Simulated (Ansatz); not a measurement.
Single-point calculation, with input and output: CH9AlBNSi

System: CH9AlBNSi.
Method: RKS r2SCAN-D4/def2-TZVPP (Ansatz 0.2.0).

The geometry comes from this level: PBE0-D4/def2-TZVP. Figures and captions count atoms from 1; the log counts them from 0 in places.

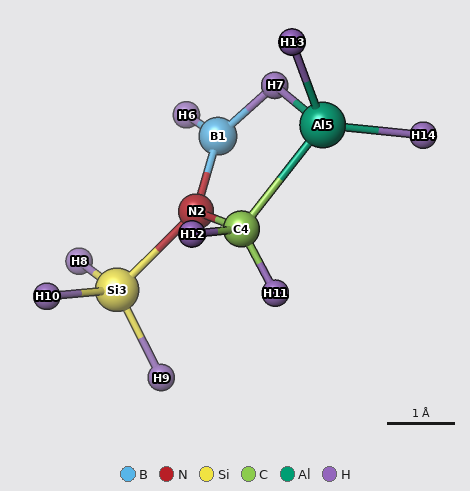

Figure 1. The structure (ball-and-stick view, seen at a tilt; atoms are numbered from 1 in the order of the input). Sticks mark near contacts.

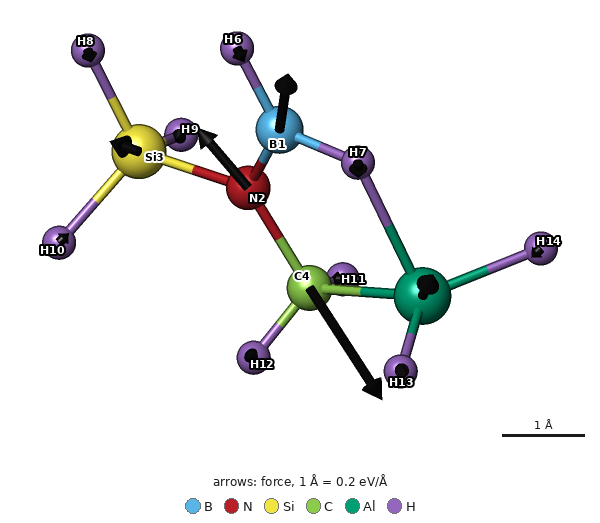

Figure 2. Forces on the atoms as black arrows (ball-and-stick view, seen at a tilt; atoms are numbered from 1 in the order of the input). The largest act on C4 (0.34 eV/Å); B1 (0.21 eV/Å); N2 (0.20 eV/Å). The geometry is not a stationary point of this energy.

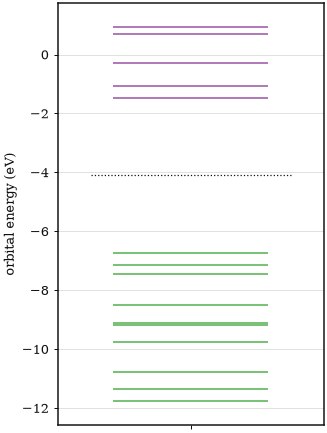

Figure 3. Orbital energies near the frontier; the dotted line parts filled from empty levels, and levels within 0.02 eV of each other stand side by side. Highest filled −6.74 eV, lowest empty −1.47 eV, 5.27 eV apart.

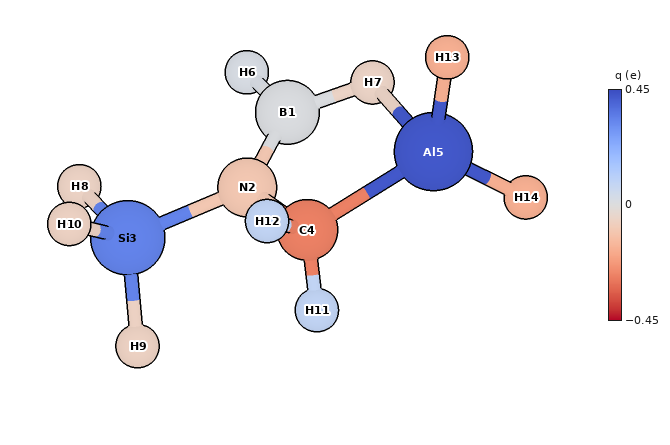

Figure 4. Mulliken charges, as the colour of each atom (ball-and-stick view, seen at a tilt; atoms are numbered from 1 in the order of the input). By element: B +0.01, N −0.10, Si +0.33, C −0.28, Al +0.42 and H −0.17 to +0.09 e.

The input and output of the run follow.

**The input**
```yaml
crystal:
  periodic: [false, false, false]
  atoms:
    - {symbol: B, position_ang: [-0.340617, 0.619239, 1.231056]}
    - {symbol: N, position_ang: [0.233027, -0.229491, 0.310377]}
    - {symbol: Si, position_ang: [1.360869, -1.512810, 0.716769]}
    - {symbol: C, position_ang: [-0.108951, -0.069536, -1.123825]}
    - {symbol: Al, position_ang: [-1.382009, 1.466520, -1.096875]}
    - {symbol: H, position_ang: [-0.148095, 0.593030, 2.406670]}
    - {symbol: H, position_ang: [-1.124197, 1.490365, 0.834928]}
    - {symbol: H, position_ang: [1.580205, -1.516277, 2.182357]}
    - {symbol: H, position_ang: [0.791530, -2.807996, 0.265156]}
    - {symbol: H, position_ang: [2.635255, -1.273518, -0.007273]}
    - {symbol: H, position_ang: [-0.538654, -1.003369, -1.503208]}
    - {symbol: H, position_ang: [0.805351, 0.114211, -1.699063]}
    - {symbol: H, position_ang: [-0.831780, 2.928065, -1.395857]}
    - {symbol: H, position_ang: [-2.944634, 1.172471, -1.092514]}
basis:
  gaussian: {orbitals: def2-TZVPP}
hamiltonian: {xc: r2scan, dispersion: d4}
output: {forces: true, orbitals: {seedname: orbitals}}
```

Command:
```bash
ansatz run in.yaml --threads 4 --pin off --events-out ev --progress --plain --max-ram 10444MiB
```

**Log**
```
Functional definition: r2SCAN
  name "r2SCAN"
  cite "Furness, Kaplan, Ning, Perdew & Sun, J. Phys. Chem. Lett. 11, 8208 (2020) doi:10.1021/acs.jpclett.0c02405"
  cite "Furness, Kaplan, Ning, Perdew & Sun, J. Phys. Chem. Lett. 11, 9248 (2020) doi:10.1021/acs.jpclett.0c03077"
  parent r2scan
  parameter k0 = 0.174
  parameter k1 = 0.065
  parameter a1 = 4.9479
  exchange = r2scan_x(k0 = k0, k1 = k1, a1 = a1)
  correlation = r2scan_c
1592 factors; their error is unknown
mean field evaluation 1: about -17813.2615 eV, gradient 6.7e1 eV
mean field evaluation 2: about -17781.8268 eV, gradient 1.3e2 eV
mean field evaluation 4: about -17823.0303 eV, gradient 1.0e1 eV
mean field evaluation 8: about -17823.2671 eV, gradient 2.6e-1 eV
mean field evaluation 16: about -17823.2334 eV, gradient 3.7e-4 eV
mean field -17823.23337337 eV, -654.9917454498 hartree, gradient 3.8e-5 eV, S^2 0.000000; 0 other end points of the search recorded, 0 dependent functions left out
the calculation of the forces begins
reference -17823.23339133 eV, -654.9917461101 hartree; 27, 27 occupied and 276, 276 virtual orbitals, 1592 factors
Total energy: -17823.31707880 eV, -654.9948215676 hartree
Atom 0 at    -0.340617     0.619239     1.231056 Å, force    -0.060908     0.103762     0.173401 eV/Å
Atom 1 at     0.233027    -0.229491     0.310377 Å, force     0.075210    -0.060689     0.169759 eV/Å
Atom 2 at     1.360869    -1.512810     0.716769 Å, force     0.060774    -0.068805     0.023480 eV/Å
Atom 3 at    -0.108951    -0.069536    -1.123825 Å, force    -0.085738     0.046442    -0.321666 eV/Å
Atom 4 at    -1.382009     1.466520    -1.096875 Å, force    -0.040403     0.060034     0.068468 eV/Å
Atom 5 at    -0.148095     0.593030     2.406670 Å, force    -0.006404     0.000713    -0.040476 eV/Å
Atom 6 at    -1.124197     1.490365     0.834928 Å, force     0.009675    -0.019738    -0.046387 eV/Å
Atom 7 at     1.580205    -1.516277     2.182357 Å, force     0.000753    -0.007506    -0.035826 eV/Å
Atom 8 at     0.791530    -2.807996     0.265156 Å, force     0.014449     0.029792     0.006124 eV/Å
Atom 9 at     2.635255    -1.273518    -0.007273 Å, force    -0.030092    -0.007249     0.013017 eV/Å
Atom 10 at    -0.538654    -1.003369    -1.503208 Å, force     0.030299    -0.016283     0.004912 eV/Å
Atom 11 at     0.805351     0.114211    -1.699063 Å, force     0.011804    -0.032035     0.007788 eV/Å
Atom 12 at    -0.831780     2.928065    -1.395857 Å, force    -0.008765    -0.030075    -0.008607 eV/Å
Atom 13 at    -2.944634     1.172471    -1.092514 Å, force     0.029346     0.001639    -0.013987 eV/Å
Dipole moment:     0.270904    -0.316906     0.052150 e Å
```

**Summary**

```csv
quantity,value
outcome,converged
total energy,−17823.3171 eV
mean-field energy,−17823.2334 eV
dispersion energy,−0.0837 eV
SCF solution under orbital rotations,stable
HOMO,−6.74 eV
LUMO,−1.47 eV
largest force (length of the vector),0.336 eV/Å
dipole moment,2.02 D
hardware,"4 threads of Arm Neoverse V1, 23 GiB of memory available, shared host"
wall time,8.5 s (CPU time 30 s)
peak memory,0.5 GiB
```
